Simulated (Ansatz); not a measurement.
Consider ClH₄NSi···HF···NH₃.

Input file:

```
crystal:
  periodic: [false, false, false]
  atoms:
    - { symbol: Si, position_ang: [-1.49788, -0.351499, -1.295336] }
    - { symbol: Cl, position_ang: [0.171635, -1.599042, -0.885218] }
    - { symbol: H, position_ang: [-1.990405, -0.85392, -2.592438] }
    - { symbol: H, position_ang: [-2.436651, -0.609528, -0.19919] }
    - { symbol: "N", position_ang: [-1.134676, 1.296706, -1.419431] }
    - { symbol: H, position_ang: [0.262087, 0.108629, 1.248854] }
    - { symbol: F, position_ang: [-0.442779, 0.678274, 1.299039] }
    - { symbol: H, position_ang: [2.068752, -0.99856, 0.835532] }
    - { symbol: "N", position_ang: [2.410374, -0.617135, 1.710596] }
    - { symbol: H, position_ang: [-0.878773, 1.814613, -0.595256] }
    - { symbol: H, position_ang: [-0.770458, 1.693357, -2.268981] }
    - { symbol: H, position_ang: [2.390236, 0.390959, 1.683476] }
    - { symbol: H, position_ang: [1.848437, -0.952852, 2.478252] }
basis:
  gaussian: { orbitals: def2-SVP }
hamiltonian:
  xc: { name: BHLYP }
  dispersion: d4
relax:
  f_tol: 0.03
  max_steps: 50
output:
  orbitals: {}
```

Run with:

```sh
ansatz run input.yaml --threads 2 --pin off --max-ram 3072MiB --backend cpu --events-out ev --progress --plain --runs-dir out
```

The fields are those of the run's last geometry, not of the input's.

Theory: Ansatz, RKS BHLYP-D4/def2-SVP.

What will maps of the electron density and electron localisation function show?

Si–N (1.69 Å): ρ at the midpoint is about 1.2 e/Å³; the ELF peaks at about 0.90 between the atoms; a polar covalent bond.
N–H (1.01 Å): ρ is about 2.9 e/Å³ halfway; the ELF climbs to about 1 towards the hydrogen, as it does in any bond to H (a covalent bond by its length).

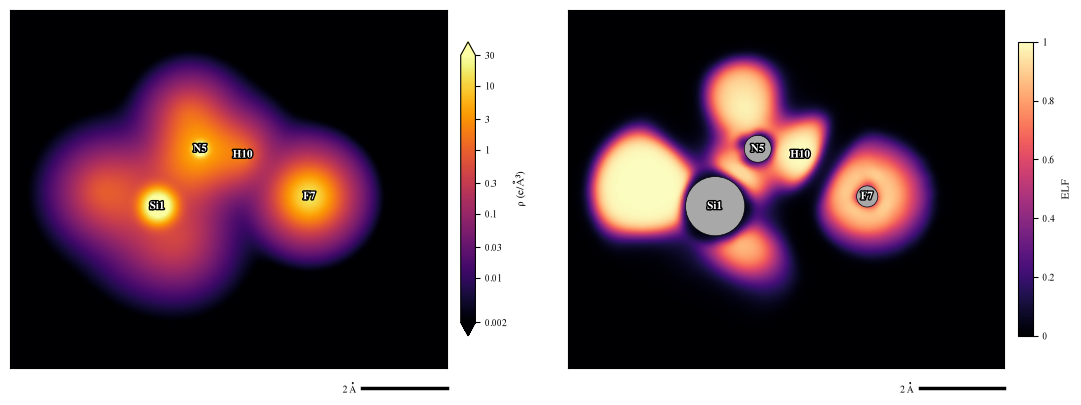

Computed electron density and electron localisation function on the plane of atoms Si1, N5 and H10, in this order. Grey discs cover the atomic cores in the ELF map. 
